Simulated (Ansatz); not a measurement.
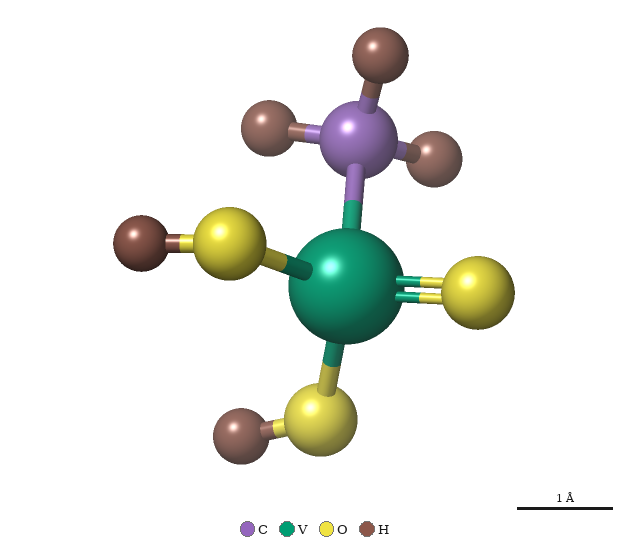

Double and triple bonds are drawn as two and three sticks.

Charge 0, singlet.

Give the formula.

Answer. CH5O3V, 10 atoms: 1 carbon, 5 hydrogen, 3 oxygen and 1 vanadium.

Give the symmetry (Schoenflies symbol).

Answer. Cs.

How many atoms are distinct by symmetry?

Answer. 7: 1 C, 1 V, 1 O, 2 O, 2 H, 1 H, 2 H.

The parts below concern this one geometry. Atoms keep their numbers from picture to picture. The geometry was computed by an optimisation with PBE0-D4/def2-TZVP.

## Geometry

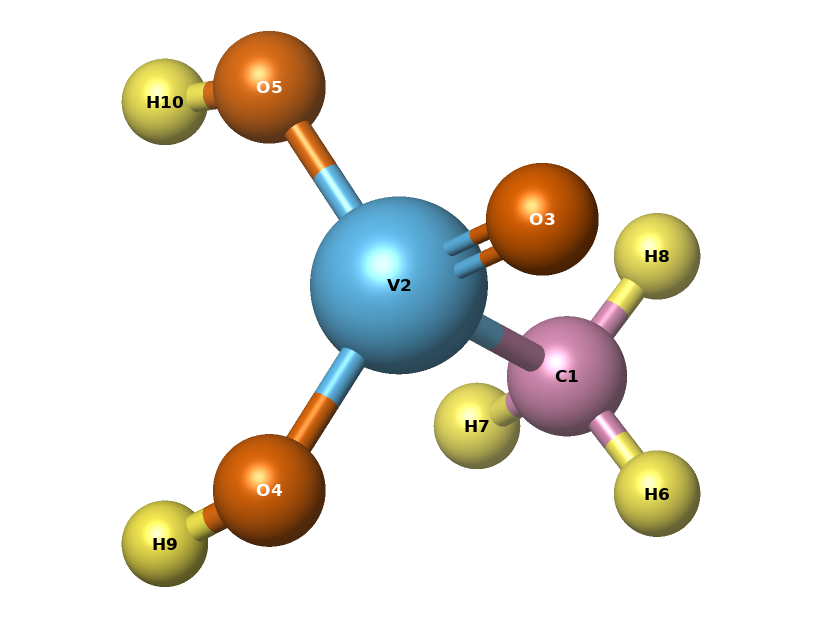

Numbered structure.

What is the geometry at O4?

Answer. O4 has 2 neighbours (V2 at 1.77, H9 at 0.96 Å); the arrangement is bent.

Describe the coordination of atom 2.

Answer. V2 has 4 neighbours (C1 at 2.01, O3 at 1.55, O4 at 1.77, O5 at 1.77 Å); the arrangement is tetrahedral.

Describe the coordination of atom 1.

Answer. C1 has 4 neighbours (V2 at 2.01, H6 at 1.09, H7 at 1.09, H8 at 1.09 Å); the arrangement is tetrahedral.

## Thermal motion

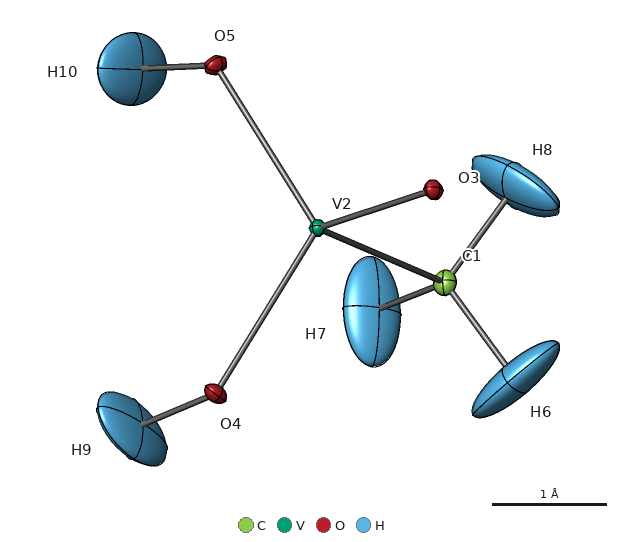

Displacement ellipsoids at the 50 % level, from the internal vibrations of the free molecule (harmonic, no overall translation or rotation; no half-axis is drawn under 0.075 Å). Vibrations computed with RKS PBE0-D4/def2-TZVP (Ansatz 0.2.0). Temperature: 298 K.

Give the displacement parameters, one line for each set of equivalent atoms.

```tsv
atom	U_eq (Å²)	rms amplitudes (Å)
C1	0.0043	0.053, 0.067, 0.075
V2	0.00078	0.025, 0.028, 0.031
O3	0.0030	0.040, 0.057, 0.065
O4, O5	0.0038	0.042, 0.061, 0.078
H6, H8	0.0507	0.097, 0.187, 0.328
H7	0.0494	0.091, 0.183, 0.326
H9, H10	0.0467	0.080, 0.207, 0.302
```

## Levels of theory compared

Program: Ansatz 0.2.0.

At this fixed geometry, give HOMO–LUMO gap (eV), dipole (D) at these levels: B3LYP-D4/def2-TZVPP; PBE-D4/def2-TZVPP; r2SCAN-D4/def2-TZVPP; ωB97M-V/def2-TZVPP.

```tsv
level	HOMO–LUMO gap (eV)	dipole (D)
B3LYP-D4/def2-TZVPP	5.56	4.41
PBE-D4/def2-TZVPP	3.53	4.25
r2SCAN-D4/def2-TZVPP	3.94	4.38
ωB97M-V/def2-TZVPP	10.83	4.38
```

## Charges

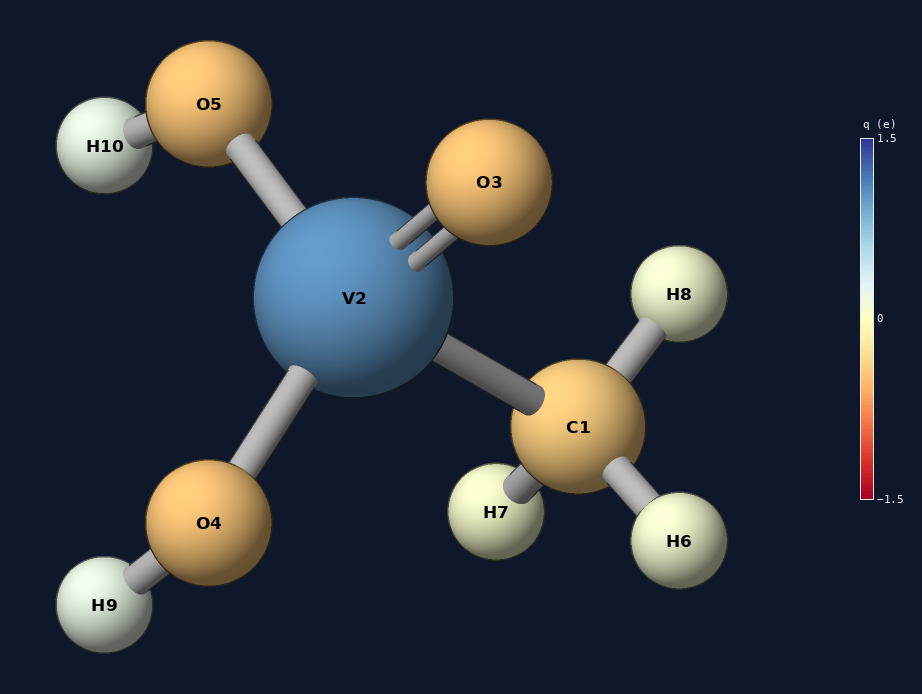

Atoms are coloured by their Mulliken charges. Properties computed with RKS r2SCAN-D4/def2-TZVPP (Ansatz 0.2.0).

List the Mulliken charges.

| atom | value (e) |
| --- | --- |
| C1 | −0.39 |
| V2 | 1.02 |
| O3 | −0.44 |
| O4 | −0.44 |
| O5 | −0.44 |
| H6 | 0.10 |
| H7 | 0.08 |
| H8 | 0.10 |
| H9 | 0.20 |
| H10 | 0.20 |

Mulliken values depend strongly on the basis set and can even reverse the polarity of a bond.
